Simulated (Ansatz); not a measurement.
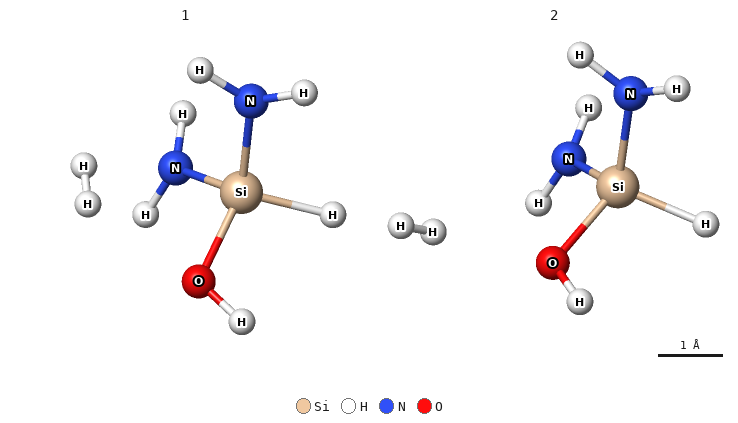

Two geometries of SiN₂H₈O, drawn at one scale. One is the start of a relaxation, the other its converged end. The picture is a ball-and-stick view, seen from a free direction.

The calculation used Ansatz, RKS PBE0-D4/6-31G*. Settings: no spin polarisation; force threshold 0.03 eV/Å; at most 50 steps.

Q: Which one is relaxed?

A: Structure 2 is the relaxed one. The run prepares an end point of a later path (reaction) calculation, from a guessed geometry. Over 21 accepted moves (22 points after the start) the energy falls by 5.15 kcal/mol. Largest force component: 1.2 eV/Å at the start, 0.028 eV/Å at the end. The line search rejected the trial step at point 5 of the run. The forces were under the threshold at step 15, but the run went on from there. The largest move after the best rigid fit is that of an H atom, 1.98 Å. Largest moves by element: H 1.98 Å, N 0.53 Å, O 0.45 Å, Si 0.24 Å. Near-neighbour distances that change, for instance: H–H 0.709 → 0.747 Å, O–Si 1.675 → 1.670 Å. Cost: 93 s on 1 thread of Arm Neoverse V1, with other jobs on the host, peak memory 0.16 GiB.

Limits of the set-up: the start holds two separate molecules, 2.2 Å apart at their closest, whose relative position is a soft coordinate.
